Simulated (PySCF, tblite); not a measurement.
# C6H10ClFSi: geometry, infrared bands and NMR shifts

What infrared bands and NMR shifts should C6H10ClFSi (`C=C(Cl)[C@@H]1C[C@@H](F)C[SiH2]1`) show?

Programs: tblite 0.8.0 and PySCF 2.14.0, with density-fitted response routines of our own. Each step states its level of theory. These are calculated values for one molecule in the gas phase, unless marked as measured. Atoms are numbered from 0 throughout.

## (1) Starting geometry

19 atoms, charge 0, multiplicity 1; geometry from: force field or distance geometry start.

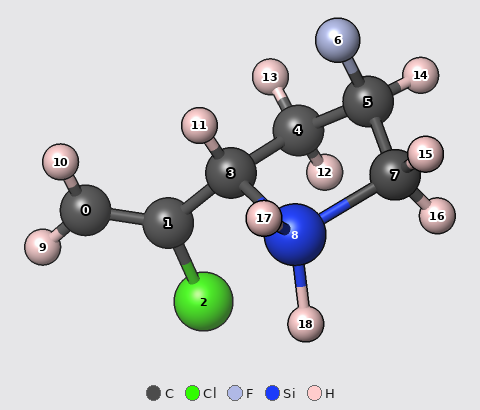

The starting geometry (carbon dark grey, chlorine green, fluorine light blue, silicon blue, hydrogen pink), atoms numbered; sticks join atoms by distance.

## (2) Relaxing the molecule with GFN2-xTB

Job settings and geometry (Å):

```
{"job": {"kind": "relax", "xc": "GFN2-xTB", "basis": "xTB"}, "charge": 0, "multiplicity": 1}
C      3.110900    -0.074700    -0.001500
C      1.890200    -0.051200     0.570400
Cl     1.817200    -0.079500     2.315100
C      0.603300     0.020700    -0.201000
C     -0.317800     1.213200     0.168300
C     -1.705000     0.930400    -0.442000
F     -1.597700     0.968500    -1.801500
C     -2.156700    -0.466400    -0.014500
Si    -0.567400    -1.543500    -0.031500
H      4.011000    -0.110800     0.590700
H      3.209100    -0.048200    -1.081500
H      0.818400     0.066200    -1.266400
H     -0.421800     1.351800     1.254600
H      0.108000     2.136200    -0.258900
H     -2.433600     1.700900    -0.146900
H     -2.912000    -0.876000    -0.694300
H     -2.560500    -0.452800     1.003600
H     -0.483100    -2.416400    -1.233300
H     -0.422300    -2.259200     1.263000
```

Started as:

```console
$ OMP_NUM_THREADS=1 python probes_run.py task.json out
```

The driver reads the jobs from task.json and runs them one after another.

The log of the run:

```text
step      E/eV     max force
  0    -787.45853    1.325
  1    -787.51673    0.912
  2    -787.54928    0.431
  3    -787.56761    0.268
  4    -787.57650    0.214
  5    -787.58136    0.206
  6    -787.58750    0.219
  7    -787.59247    0.165
  8    -787.59588    0.135
  9    -787.59801    0.100
 10    -787.59980    0.119
 11    -787.60147    0.106
 12    -787.60290    0.073
 13    -787.60389    0.063
 14    -787.60459    0.088
 15    -787.60520    0.081
 16    -787.60578    0.050
 17    -787.60625    0.040
 18    -787.60656    0.036
 19    -787.60680    0.042
 20    -787.60708    0.038
 21    -787.60743    0.046
 22    -787.60781    0.042
 23    -787.60812    0.043
 24    -787.60835    0.037
 25    -787.60854    0.031
 26    -787.60872    0.033
 27    -787.60886    0.029
 28    -787.60897    0.030
 29    -787.60907    0.023
 30    -787.60917    0.026
 31    -787.60925    0.021
 32    -787.60931    0.019
 33    -787.60936    0.020
 34    -787.60942    0.018
 35    -787.60949    0.022
 36    -787.60955    0.016
 37    -787.60959    0.015
 38    -787.60963    0.018
 39    -787.60969    0.020
 40    -787.60977    0.023
 41    -787.60985    0.018
 42    -787.60993    0.021
 43    -787.61000    0.019
 44    -787.61007    0.018
 45    -787.61013    0.018
 46    -787.61019    0.018
 47    -787.61026    0.022
 48    -787.61034    0.024
 49    -787.61041    0.023
 50    -787.61047    0.014
 51    -787.61051    0.014
 52    -787.61055    0.016
 53    -787.61059    0.017
 54    -787.61063    0.015
 55    -787.61067    0.014
 56    -787.61072    0.017
 57    -787.61078    0.021
 58    -787.61086    0.026
 59    -787.61093    0.021
 60    -787.61098    0.017
 61    -787.61104    0.017
 62    -787.61111    0.023
 63    -787.61121    0.032
 64    -787.61130    0.030
 65    -787.61137    0.021
 66    -787.61143    0.020
 67    -787.61150    0.020
 68    -787.61157    0.018
 69    -787.61164    0.020
 70    -787.61171    0.020
 71    -787.61176    0.016
 72    -787.61181    0.018
 73    -787.61186    0.020
 74    -787.61192    0.018
 75    -787.61197    0.015
 76    -787.61201    0.014
 77    -787.61204    0.015
 78    -787.61209    0.015
 79    -787.61213    0.015
 80    -787.61217    0.014
 81    -787.61220    0.011
 82    -787.61223    0.014
 83    -787.61226    0.013
 84    -787.61229    0.010
 85    -787.61232    0.011
 86    -787.61234    0.011
 87    -787.61236    0.010
 88    -787.61238    0.010
 89    -787.61240    0.007
```

Wall time 1.3 s (1 thread of Arm Neoverse N1, shared host); peak memory 0.18 GiB.

Relaxation path: (not every step is listed)

| step | energy from step 0 (eV) | largest force (eV/Å) |
| --- | --- | --- |
| 0 | 0.0000 | 1.3250 |
| 1 | -0.0582 | 0.9119 |
| 2 | -0.0907 | 0.4307 |
| 3 | -0.1091 | 0.2683 |
| 4 | -0.1180 | 0.2136 |
| 5 | -0.1228 | 0.2061 |
| 6 | -0.1290 | 0.2190 |
| 7 | -0.1339 | 0.1648 |
| 8 | -0.1373 | 0.1353 |
| 15 | -0.1467 | 0.0813 |
| 22 | -0.1493 | 0.0419 |
| 29 | -0.1505 | 0.0234 |
| 36 | -0.1510 | 0.0156 |
| 43 | -0.1515 | 0.0189 |
| 50 | -0.1519 | 0.0136 |
| 57 | -0.1522 | 0.0206 |
| 64 | -0.1528 | 0.0297 |
| 71 | -0.1532 | 0.0157 |
| 78 | -0.1536 | 0.0154 |
| 84 | -0.1538 | 0.0104 |
| 85 | -0.1538 | 0.0108 |
| 86 | -0.1538 | 0.0108 |
| 87 | -0.1538 | 0.0100 |
| 88 | -0.1539 | 0.0101 |
| 89 | -0.1539 | 0.0075 |

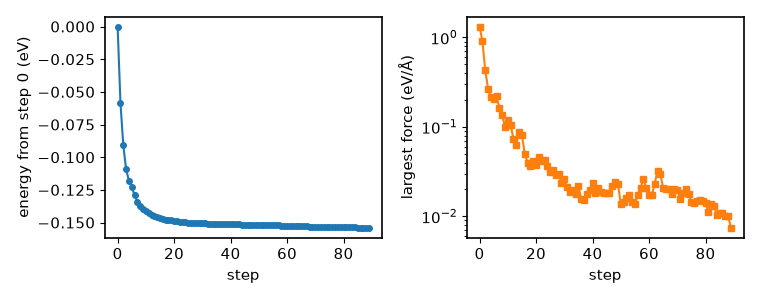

Energy and largest force along the relaxation.

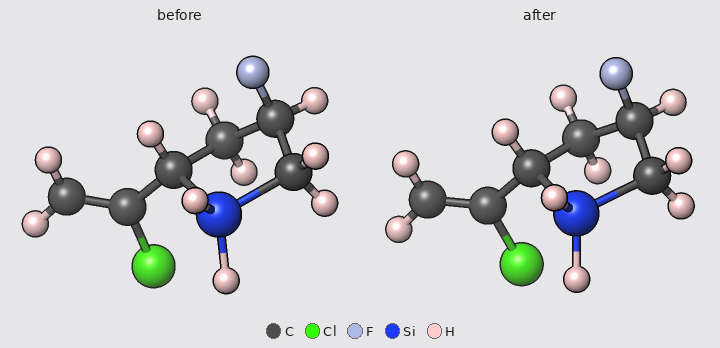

The geometry before (left) and after (right).

Distances of close pairs at the start and the end, largest changes first:

| bond | before (Å) | after (Å) | change (Å) |
| --- | --- | --- | --- |
| C3–Si8 | 1.961 | 1.928 | -0.033 |
| Si8–H18 | 1.486 | 1.460 | -0.026 |
| C0–C1 | 1.348 | 1.322 | -0.026 |
| Si8–H17 | 1.488 | 1.463 | -0.025 |
| C5–F6 | 1.364 | 1.388 | +0.023 |
| C1–C3 | 1.502 | 1.482 | -0.021 |
| C4–C5 | 1.542 | 1.522 | -0.019 |
| C3–C4 | 1.551 | 1.537 | -0.015 |

The final coordinates are the input of the step that follows.

## (3) Harmonic vibrations with GFN2-xTB

Job settings and geometry (Å):

```
{"job": {"kind": "ir", "xc": "GFN2-xTB", "basis": "xTB"}, "charge": 0, "multiplicity": 1}
C      3.084977    -0.076822     0.073159
C      1.845859    -0.042151     0.533668
Cl     1.579795    -0.119001     2.251429
C      0.604708     0.010549    -0.273735
C     -0.294222     1.205369     0.081053
C     -1.705428     0.912566    -0.409233
F     -1.705351     0.919120    -1.796921
C     -2.124660    -0.470904     0.072689
Si    -0.542082    -1.526193    -0.070010
H      3.939862    -0.144742     0.721818
H      3.277035    -0.034459    -0.984166
H      0.897523     0.099461    -1.322692
H     -0.332777     1.338208     1.162816
H      0.083177     2.125772    -0.368525
H     -2.413411     1.698846    -0.117254
H     -2.957790    -0.831688    -0.526281
H     -2.471045    -0.395637     1.102050
H     -0.501206    -2.355568    -1.274330
H     -0.274768    -2.303475     1.137004
```

The log of the run:

```text
mode    cm-1     km/mol
  1      45.0      2.90
  2      57.1      1.76
  3     109.2      4.17
  4     149.0      0.53
  5     175.7      0.28
  6     291.4      3.73
  7     348.5      5.29
  8     377.8     12.31
  9     424.5      7.48
 10     441.9      9.87
 11     484.2     26.12
 12     517.9      7.73
 13     543.1      7.08
 14     601.0      6.68
 15     650.4    164.68
 16     656.7     11.37
 17     679.9      6.07
 18     722.3     10.71
 19     762.2     54.58
 20     770.0    203.21
 21     783.0    119.76
 22     864.2     32.21
 23     891.4     48.70
 24     920.7     14.56
 25     960.7     17.64
 26     991.4     54.99
 27    1029.6      5.76
 28    1083.8     24.72
 29    1118.0      0.82
 30    1148.2    109.65
 31    1178.7      4.86
 32    1209.4     26.55
 33    1213.3     18.39
 34    1266.8      3.85
 35    1281.8      6.02
 36    1305.7     25.38
 37    1317.3      0.67
 38    1394.2      0.73
 39    1456.6      5.08
 40    1469.2      2.90
 41    1687.7     76.93
 42    2281.0    364.37
 43    2303.2    221.94
 44    2905.3     58.88
 45    2958.2     16.57
 46    2985.0     26.38
 47    2998.4     15.95
 48    3007.1     38.94
 49    3025.6     13.14
 50    3116.6      1.20
 51    3146.9     21.85
```

Wall time 1.5 s (1 thread of Arm Neoverse N1, shared host); peak memory 0.18 GiB.

Which atoms move in the most intense modes:

| cm⁻¹ | km/mol | atoms |
| --- | --- | --- |
| 650 | 164.7 | H17 30 %, H18 27 %, Si8 12 % |
| 770 | 203.2 | H18 38 %, H17 36 %, Si8 13 % |
| 783 | 119.8 | C7 33 %, H15 26 % |
| 1148 | 109.7 | C1 31 %, C3 29 %, H10 10 % |
| 1688 | 76.9 | C1 53 %, C0 41 % |
| 2281 | 364.4 | H17 94 % |
| 2303 | 221.9 | H18 95 % |
| 2905 | 58.9 | H14 93 % |

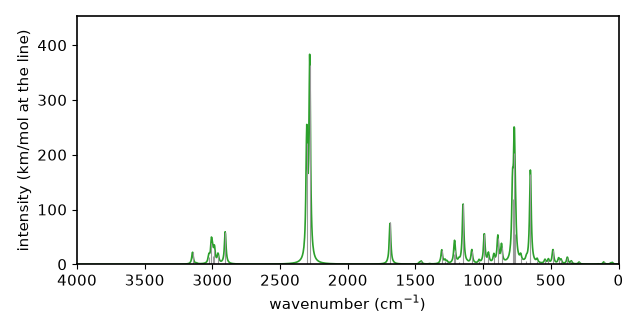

The infrared spectrum from these modes, unscaled. Lines are broadened to a width of 14 cm⁻¹ (Lorentzian).

## (4) Nuclear shieldings: PBE0/pcSseg-1

The job, as its differences from that of step 3:

```diff
@@ -1,2 +1,2 @@
-{"job": {"kind": "ir", "xc": "GFN2-xTB", "basis": "xTB"}, "charge": 0, "multiplicity": 1}
+{"job": {"kind": "nmr", "xc": "PBE0", "basis": "pcSseg-1"}, "charge": 0, "multiplicity": 1}
 C      3.084977    -0.076822     0.073159
```

Level: GIAO PBE0/pcSseg-1 NMR shielding, non-relativistic, gas phase.

The log of the run:

```text
coarse grid: 17056 points
cycle   1  E = -1083.3277455290  dE =  1.118e+00  |g| = 5.977e-01  |ddm| = 4.015e+00
cycle   2  E = -1083.2896133818  dE =  3.813e-02  |g| = 7.775e-01  |ddm| = 1.030e+00
cycle   3  E = -1083.3995562045  dE = -1.099e-01  |g| = 9.629e-02  |ddm| = 6.177e-01
cycle   4  E = -1083.4012312195  dE = -1.675e-03  |g| = 4.625e-02  |ddm| = 1.324e-01
cycle   5  E = -1083.4017334885  dE = -5.023e-04  |g| = 1.269e-02  |ddm| = 5.511e-02
cycle   6  E = -1083.4017660744  dE = -3.259e-05  |g| = 3.737e-03  |ddm| = 1.463e-02
cycle   7  E = -1083.4017688785  dE = -2.804e-06  |g| = 1.059e-03  |ddm| = 3.745e-03
final grid: 156248 points
cycle   8  E = -1083.4609789085  dE = -4.632e-05  |g| = 1.001e-02  |ddm| = 3.937e-02
cycle   9  E = -1083.4609613886  dE =  1.752e-05  |g| = 1.368e-02  |ddm| = 2.087e-02
cycle  10  E = -1083.4610014147  dE = -4.003e-05  |g| = 1.338e-03  |ddm| = 1.222e-02
cycle  11  E = -1083.4610016918  dE = -2.772e-07  |g| = 4.221e-04  |ddm| = 1.362e-03
cycle  12  E = -1083.4610017278  dE = -3.601e-08  |g| = 1.396e-04  |ddm| = 4.374e-04
cycle  13  E = -1083.4610017322  dE = -4.392e-09  |g| = 4.603e-05  |ddm| = 1.691e-04
cycle  14  E = -1083.4610017327  dE = -4.591e-10  |g| = 9.891e-06  |ddm| = 5.661e-05
converged SCF energy = -1083.4610017327

GIAO shielding tensors (ppm)
atom      isotropic    diamagn.    paramagn.     s11        s22        s33       span
  0 C       71.010     249.827    -178.817    -31.187    102.191    142.025    173.212
  1 C       29.171     255.561    -226.390    -82.426     69.201    100.738    183.164
  2 Cl     720.009    1147.129    -427.120    528.327    654.318    977.383    449.056
  3 C      149.065     250.011    -100.946    129.821    146.775    170.600     40.779
  4 C      142.252     247.866    -105.614    119.174    144.226    163.354     44.180
  5 C       87.210     244.939    -157.729     59.544     77.393    124.691     65.147
  6 F      363.333     476.816    -113.484    315.222    364.357    410.420     95.198
  7 C      166.907     254.125     -87.218    149.181    155.568    195.971     46.790
  8 Si     373.664     879.261    -505.597    321.612    370.544    428.835    107.222
  9 H       26.453      28.816      -2.363     22.856     23.879     32.624      9.768
 10 H       26.205      30.840      -4.635     22.791     24.475     31.349      8.559
 11 H       28.772      33.401      -4.629     24.283     28.269     33.765      9.482
 12 H       29.693      30.976      -1.283     24.853     30.241     33.985      9.132
 13 H       29.338      30.641      -1.303     24.945     27.603     35.465     10.521
 14 H       26.154      29.425      -3.271     22.926     25.289     30.245      7.319
 15 H       30.290      29.063       1.227     26.036     27.185     37.650     11.614
 16 H       30.720      30.230       0.491     26.698     27.673     37.791     11.093
 17 H       27.374      29.114      -1.740     23.963     24.751     33.409      9.446
 18 H       27.231      28.561      -1.330     23.010     26.933     31.750      8.740
```

It took 85 s on 1 thread of Arm Neoverse N1, shared host; peak memory 1 GiB.

Shifts follow as δ = σ(reference) − σ, with reference shieldings (ppm) from runs at the same level and on the same kind of geometry: 1H TMS 31.72, 13C TMS 186.9, 29Si TMS 349.2, 19F CFCl3 170.9, 35Cl HCl 950. The references are single molecules in the gas phase, so shifts against H2O, NH3, PH3, H3PO4 or CFCl3 are not on the usual liquid scales and can be off by tens of ppm.

| atoms | environment | σ (ppm) | δ (ppm) | δ scaled to CDCl3 |
| --- | --- | --- | --- | --- |
| C1 | fully substituted alkene carbon | 29.2 | 157.8 | 152.1 |
| C0 | terminal =CH2 carbon | 71.0 | 115.9 | 111.2 |
| C5 | sp3 CH bonded to F | 87.2 | 99.7 | 95.4 |
| C4 | sp3 CH2 in a ring | 142.3 | 44.7 | 41.7 |
| C3 | allylic sp3 CH bonded to Si | 149.1 | 37.9 | 35.0 |
| C7 | sp3 CH2 bonded to Si | 166.9 | 20.0 | 17.6 |
| H14 | hydrogen on an sp3 CH bonded to F | 26.15 | 5.56 | 5.35 |
| H10 | hydrogen on a terminal =CH2 carbon | 26.20 | 5.51 | 5.30 |
| H9 | hydrogen on a terminal =CH2 carbon | 26.45 | 5.26 | 5.07 |
| H18 | hydrogen on a silicon bonded to 2 C, in a 5-membered ring | 27.23 | 4.49 | – |
| H17 | hydrogen on a silicon bonded to 2 C, in a 5-membered ring | 27.37 | 4.34 | – |
| H11 | hydrogen on an allylic sp3 CH bonded to Si | 28.77 | 2.94 | 2.88 |
| H13 | hydrogen on an sp3 CH2 in a ring | 29.34 | 2.38 | 2.35 |
| H12 | hydrogen on an sp3 CH2 in a ring | 29.69 | 2.02 | 2.01 |
| H15 | hydrogen on an sp3 CH2 bonded to Si | 30.29 | 1.43 | 1.45 |
| H16 | hydrogen on an sp3 CH2 bonded to Si | 30.72 | 1.00 | 1.04 |
| Cl2 | chlorine bonded to C | 720 | 230 | – |
| F6 | fluorine on an sp3 carbon | 363.3 | -192.4 | – |
| Si8 | silicon bonded to 2 C, 2 H, in a 5-membered ring | 373.7 | -24.5 | – |

The scaled column applies a straight-line fit of computed shieldings to shifts measured in CDCl3, with any fitted terms for Cl, Br or S neighbours, and one for carbons that bear F (root-mean-square error 0.16 ppm for H, 1.9 ppm for C).

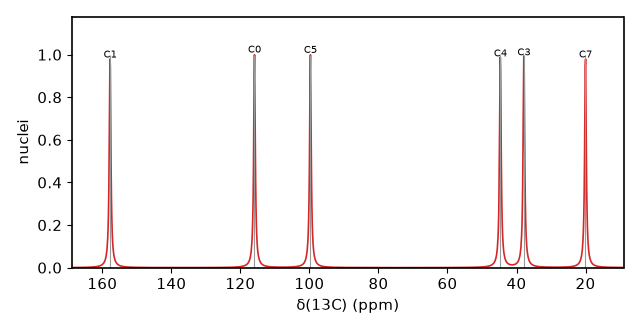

13C lines at the computed shifts, without couplings. Lines are broadened to a width of 0.55 ppm (Lorentzian).

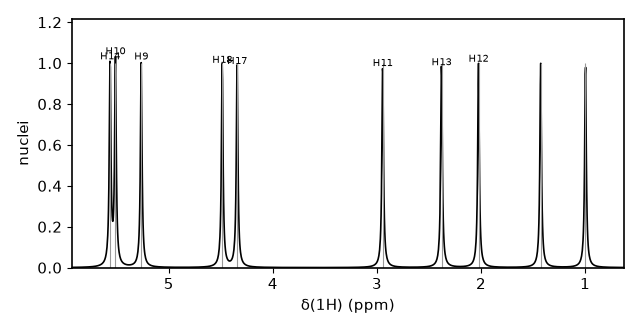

1H lines at the computed shifts, without couplings. Lines are broadened to a width of 0.02 ppm (Lorentzian).

The run also stored atomic charges by several schemes (e):

| atoms | Mulliken | IAO | Hirshfeld | ESP fit |
| --- | --- | --- | --- | --- |
| C0 | -0.02 | -0.35 | -0.12 | -0.42 |
| C1 | -0.25 | 0.02 | 0.03 | -0.07 |
| Cl2 | -0.09 | -0.06 | -0.01 | -0.08 |
| C3 | -0.48 | -0.38 | -0.12 | 0.08 |
| C4 | -0.13 | -0.27 | -0.09 | -0.21 |
| C5 | 0.14 | 0.19 | 0.07 | 0.25 |
| F6 | -0.34 | -0.34 | -0.12 | -0.27 |
| C7 | -0.50 | -0.56 | -0.17 | -0.38 |
| Si8 | 0.72 | 0.74 | 0.33 | 0.40 |

Hirshfeld charges:

C0 -0.12; C1 0.03; Cl2 -0.01; C3 -0.12; C4 -0.09; C5 0.07; F6 -0.12; C7 -0.17; Si8 0.33; H9 0.05; H10 0.05; H11 0.05; H12 0.03; H13 0.04; H14 0.04; H15 0.04; H16 0.05; H17 -0.07; H18 -0.08

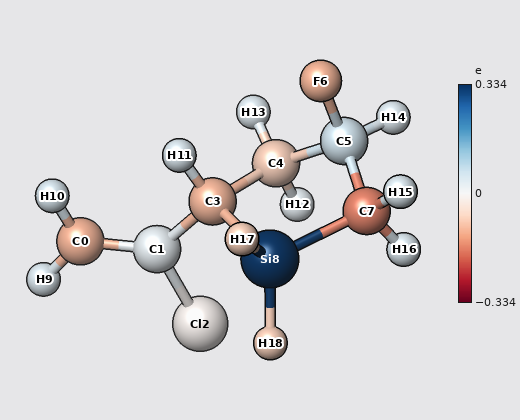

Hirshfeld charges, as colours on the atoms.

Mayer bond orders: C0–C1 1.94, C1–Cl2 1.06, C1–C3 0.99, C3–C4 0.97, C4–C5 1.02, C5–F6 0.85, C5–C7 1.01, C7–Si8 0.89, Si8–C3 0.83.

Ring of atoms C3, C4, C5, C7, Si8: NICS(0) -4.3, NICS(1) -3.8, NICS(1)zz -2.9 ppm (means of both faces).

## (5) What came out

```
                                 quantity                                                           value
strongest single infrared mode (GFN2-xTB)                                           2281 cm⁻¹, 364 km/mol
             zero-point energy (GFN2-xTB)                                                   88.8 kcal/mol
   13C shifts against TMS (PBE0/pcSseg-1)                        157.8, 115.9, 99.7, 44.7, 37.9, 20.0 ppm
    1H shifts against TMS (PBE0/pcSseg-1)  5.56, 5.51, 5.26, 4.49, 4.34, 2.94, 2.38, 2.02, 1.43, 1.00 ppm
  35Cl shifts against HCl (PBE0/pcSseg-1)                                                         230 ppm
 19F shifts against CFCl3 (PBE0/pcSseg-1)                                                      -192.4 ppm
  29Si shifts against TMS (PBE0/pcSseg-1)                                                       -24.5 ppm
```

**Reading.** Over 89 steps the energy fell by 0.154 eV; of the close pairs, C3–Si8 changed most, 1.961 to 1.928 Å. All 51 modes are real, so the xTB geometry is a minimum. The strongest single mode, at 2281 cm⁻¹, moves mainly H17. GFN2-xTB is a fitted tight-binding method: band positions and strengths are rough. Its intensities can rank the bands wrongly. The most deshielded carbon is C1 (fully substituted alkene carbon), at 157.8 ppm: the olefinic region. The most deshielded hydrogen is H14 (hydrogen on an sp3 CH bonded to F), at 5.56 ppm: its carbon carries F, an electronegative neighbour. At PBE0/pcSseg-1: The largest span, 449 ppm, is at Cl2, where the paramagnetic term is -427 ppm.
